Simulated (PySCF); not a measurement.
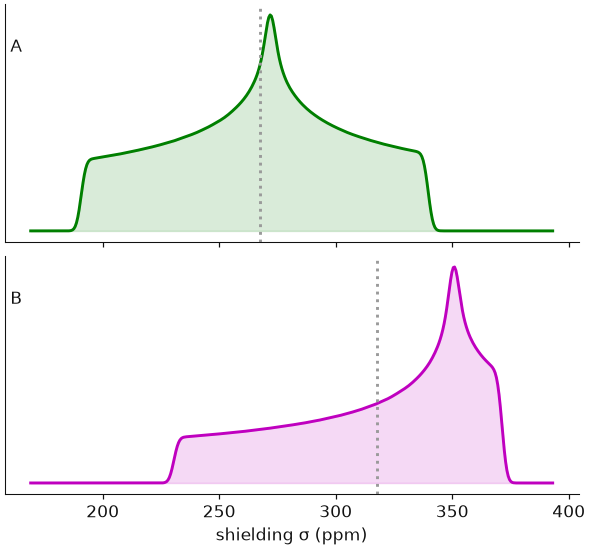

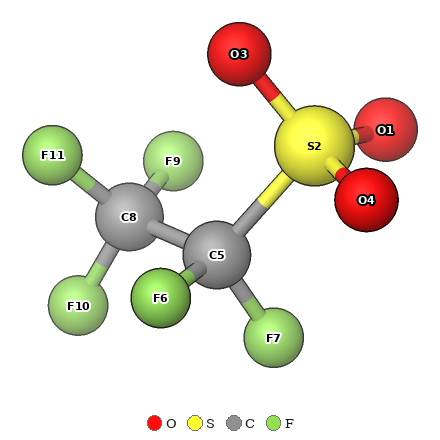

Static powder patterns (¹⁹F) from GIAO shielding tensors of C₂F₅O₃S⁻, SMILES O=S(=O)([O-])C(F)(F)C(F)(F)F, PBE0/pcSseg-1 in PySCF 2.14.0, at a PBE0-D3(BJ)/def2-SVP geometry (no frequency check); absolute shielding, one fixed geometry of the isolated molecule without any motion, no dipolar terms. The dotted line is the isotropic value; skew is 3(σiso − σ22)/span.

The panels belong to F7 and F11. Which is which?

panel A: F11, σ11, σ22, σ33 = 191, 272, 340 ppm, isotropic 267, span 149 ppm, skew −0.09; panel B: F7, σ11, σ22, σ33 = 231, 351, 371 ppm, isotropic 318, span 141 ppm, skew −0.71.

Caveats: an anion in a basis that has no diffuse functions; one conformer of a flexible molecule.
